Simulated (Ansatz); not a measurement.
The parent structure is MgS in the rock salt structure (space group Fm-3m, No. 225; a = 5.203 Å). Axes: x, y, z lie along the cube axes.

The change: biaxial strain +1.00 %, plane normal [001], relaxed out of plane (Cartesian); in-plane vectors clamped, the third vector and the atoms free.

All numbers come from Ansatz (a first-principles code) r2SCAN, no spin-orbit coupling.

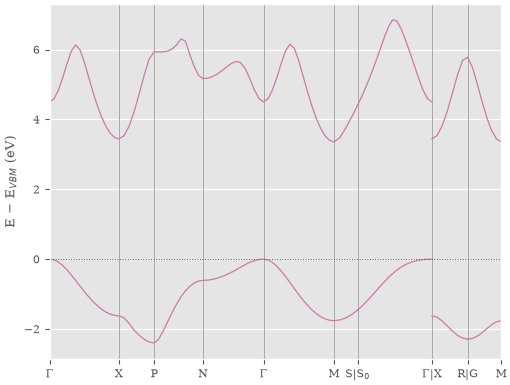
Figure. Highest valence and lowest conduction band along the path of the changed cell's own zone

### Question
From the figure, how large is the changed gap, and is it direct?

### Answer
About 3.4 eV, indirect, Γ → M.

No phonon test of stability was made. Labels are those of the standard path for the cell's own space group.
